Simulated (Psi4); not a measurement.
# UOMP2/cc-pVTZ (density fitting for correlation) run of PH2 (SMILES [PH2])

Aim: the vertical doublet–quartet gap of PH2 at UOMP2/cc-pVTZ (density fitting for correlation), from 2 runs. 

The calculation is run with Psi4 1.11.

1 further run of the same task is left out (set aside as unsound or not needed).

## Step 1: The system as given

PH2: 3 atoms, total charge 0, spin state doublet. As SMILES, `[PH2]`. The coordinates come from a PBE0-D4/def2-TZVP relaxation.

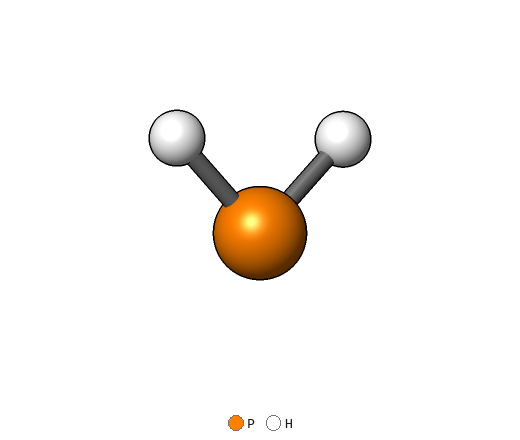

Viewed from a chosen angle; phosphorus orange, hydrogen white.

## Step 2: A single-point energy at UOMP2/cc-pVTZ (density fitting for correlation)

The input, run_ase.py:

```python
import numpy as np
from ase.calculators.psi4 import Psi4
from ase import Atoms

a = Atoms(['P', 'H', 'H'], positions=[
    [0.525730, -0.309370, 0.258210],
    [0.114640, 1.051490, 0.176750],
    [-0.640370, -0.742120, -0.434970],
])
calc = Psi4(atoms=a, method='omp2', basis='cc-pVTZ', memory='2200MB', num_threads=1, charge=0, multiplicity=2, label='psi4-calc', reference='uhf')
calc.psi4.set_options({'puream': True, 'e_convergence': 1e-09, 'd_convergence': 1e-08, 'scf_type': 'pk', 'num_frozen_docc': 5, 'maxiter': 100})
a.calc = calc

print(f'energy: {a.get_potential_energy():.6f} eV')
```

On the command line:

```sh
$ python run_ase.py
```

psi4-calc.dat:

```text
[...]
  Running in c1 symmetry.
[...]
  Nuclear repulsion =   11.408385682516982
[...]
  Multiplicity = 2
[...]
  Nalpha       = 9
  Nbeta        = 8
[...]
    Number of basis functions: 62
[...]
   @UHF iter   1:  -341.86361274151346   -4.77997e-01   2.55411e-03 ADIIS/DIIS
[...]
   @UHF iter  11:  -341.88684682180667   -1.98952e-12   4.51413e-09 DIIS
[...]
   @S^2 Observed:                7.687385281E-01
[...]
    Orbital Energies [Eh]
    ---------------------
    Alpha Occupied:
       1A    -79.957863     2A     -7.500957     3A     -5.405450
       4A     -5.391335     5A     -5.389826     6A     -0.854739
       7A     -0.521326     8A     -0.429746     9A     -0.376444
    Alpha Virtual:
      10A      0.143024    11A      0.149330    12A      0.299240
      13A      0.310016    14A      0.391108    15A      0.405373
      16A      0.411565    17A      0.413101    18A      0.420321
      19A      0.497378    20A      0.562866    21A      0.689380
      22A      0.776984    23A      0.968744    24A      1.014200
      25A      1.039075    26A      1.088873    27A      1.251294
[...]
  @UHF Final Energy:  -341.88684682180667
   => Energetics <=
    Nuclear Repulsion Energy =             11.4083856825169825
    One-Electron Energy =                -495.4649914103318338
    Two-Electron Energy =                 142.1697589060080986
    Total Energy =                       -341.8868468218067278
  UHF NO Occupations:
  HONO-2 :    7  A 1.9993519
  HONO-1 :    8  A 1.9915825
[...]
 Multipole Moments:
 ------------------------------------------------------------------------------------
     Multipole            Electronic (a.u.)      Nuclear  (a.u.)        Total (a.u.)
 ------------------------------------------------------------------------------------
 L = 1.  Multiply by 2.5417464519 to convert [e a0] to [Debye]
 Dipole X            :          1.2323142           -1.4325590           -0.2002449
 Dipole Y            :         -0.7251672            0.8430008            0.1178335
 Dipole Z            :          0.6052533           -0.7036042           -0.0983509
 Magnitude           :                                                    0.2523007
[...]
	Warning: cc_lambda option is changed to TRUE
	For this residual convergence, default PCG convergence is:     1.00e-07
[...]
	DF-SCS-MP2 Total Energy (a.u.)     :  -342.03090674778866
	DF-SOS-MP2 Total Energy (a.u.)     :  -342.03428019824298
[...]
	DF-SCS-OMP2 Total Energy (a.u.)    :  -342.03261547952093
	DF-SOS-OMP2 Total Energy (a.u.)    :  -342.02432565727582
	DF-SCS(N)-OMP2 Total Energy (a.u.) :  -341.92901416861673
[...]
	DF-OMP2 Total Energy (a.u.)        :  -342.02601483232320
[...]
```

The script printed:

```text
energy: -9307.001920 eV
```

Wall time 2.4 min (1 thread of Intel Xeon at 2.50GHz (Skylake/Cascade Lake), shared host); peak memory 0.45 GiB.

## Step 3: The quartet, same level

The input, h2p.xyz:

```xyz
3
H2P
P      0.525730    -0.309370     0.258210
H      0.114640     1.051490     0.176750
H     -0.640370    -0.742120    -0.434970
```

The input, job.py:

```python
import psi4

psi4.set_memory(2200000000)
psi4.set_num_threads(1)
psi4.set_output_file('output.dat', False)

with open('h2p.xyz') as f:
    atoms = ''.join(f.readlines()[2:])
mol = psi4.geometry('0 4\n' + atoms + 'symmetry c1')

options = {'basis': 'cc-pVTZ', 'reference': 'uhf', 'puream': True, 'e_convergence': 1e-09, 'd_convergence': 1e-08, 'scf_type': 'pk', 'num_frozen_docc': 5, 'maxiter': 100}
psi4.set_options(options)

e_tot = psi4.energy('omp2')
print(f'omp2 energy: {e_tot:.10f} Eh')
```

On the command line:

```sh
$ python job.py
```

output.dat:

```text
[...]
  Running in c1 symmetry.
[...]
  Nuclear repulsion =   11.408385682516982
[...]
  Multiplicity = 4
[...]
  Nalpha       = 10
  Nbeta        = 7
[...]
    Number of basis functions: 62
[...]
   @UHF iter   1:  -341.65399919945713   -2.68383e-01   2.53951e-03 ADIIS/DIIS
[...]
   @UHF iter  12:  -341.68269027302676   -3.12639e-12   5.77993e-09 DIIS
[...]
   @S^2 Observed:                3.761534631E+00
[...]
    Orbital Energies [Eh]
    ---------------------
    Alpha Occupied:
       1A    -80.019205     2A     -7.556395     3A     -5.461435
       4A     -5.453229     5A     -5.449125     6A     -0.913569
       7A     -0.576490     8A     -0.552268     9A     -0.419355
      10A     -0.181823
    Alpha Virtual:
      11A      0.123232    12A      0.288551    13A      0.290731
      14A      0.356149    15A      0.356326    16A      0.374589
      17A      0.376224    18A      0.378815    19A      0.436291
      20A      0.545773    21A      0.637590    22A      0.719738
      23A      0.937821    24A      1.004794    25A      1.021976
[...]
  @UHF Final Energy:  -341.68269027302676
   => Energetics <=
    Nuclear Repulsion Energy =             11.4083856825169825
    One-Electron Energy =                -494.5596609023199335
    Two-Electron Energy =                 141.4685849467761614
    Total Energy =                       -341.6826902730267648
  UHF NO Occupations:
  HONO-2 :    8  A 1.0000000
  HONO-1 :    9  A 1.0000000
[...]
 Multipole Moments:
 ------------------------------------------------------------------------------------
     Multipole            Electronic (a.u.)      Nuclear  (a.u.)        Total (a.u.)
 ------------------------------------------------------------------------------------
 L = 1.  Multiply by 2.5417464519 to convert [e a0] to [Debye]
 Dipole X            :          1.6305329           -1.5940472            0.0364858
 Dipole Y            :         -0.8661180            0.8467280           -0.0193900
 Dipole Z            :          0.0000000            0.0000000            0.0000000
 Magnitude           :                                                    0.0413181
[...]
	Warning: cc_lambda option is changed to TRUE
	For this residual convergence, default PCG convergence is:     1.00e-07
[...]
	DF-SCS-MP2 Total Energy (a.u.)     :  -341.79720498989138
	DF-SOS-MP2 Total Energy (a.u.)     :  -341.79742424092132
[...]
	DF-SCS-OMP2 Total Energy (a.u.)    :  -341.79953137824702
	DF-SOS-OMP2 Total Energy (a.u.)    :  -341.79064500963926
	DF-SCS(N)-OMP2 Total Energy (a.u.) :  -341.72746409639365
[...]
	DF-OMP2 Total Energy (a.u.)        :  -341.79895395887917
[...]
```

The script printed:

```text
omp2 energy: -341.7989539589 Eh
```

Wall time 92 s (1 thread of Intel Xeon at 2.50GHz (Skylake/Cascade Lake), shared host); peak memory 0.41 GiB.

## Step 4: Summary of results

Level: UOMP2/cc-pVTZ (density fitting for correlation), 5 core orbitals frozen.

```
                                                           quantity          value
                                              doublet: total energy  -342.02601 Eh
doublet: HOMO energy (Hartree–Fock orbitals) (highest over α and β)      -10.24 eV
 doublet: LUMO energy (Hartree–Fock orbitals) (lowest over α and β)        1.11 eV
               doublet: correlation energy (5 core orbitals frozen)     -139.2 mEh
                         doublet: ⟨S²⟩ of the reference determinant          0.769
                                              quartet: total energy  -341.79895 Eh
quartet: HOMO energy (Hartree–Fock orbitals) (highest over α and β)       -4.95 eV
 quartet: LUMO energy (Hartree–Fock orbitals) (lowest over α and β)       -0.56 eV
               quartet: correlation energy (5 core orbitals frozen)     -116.3 mEh
                         quartet: ⟨S²⟩ of the reference determinant          3.762
                   vertical energy of the quartet above the doublet       6.179 eV
```

At this shape the quartet lies 6.18 eV (596 kJ/mol) above the doublet.
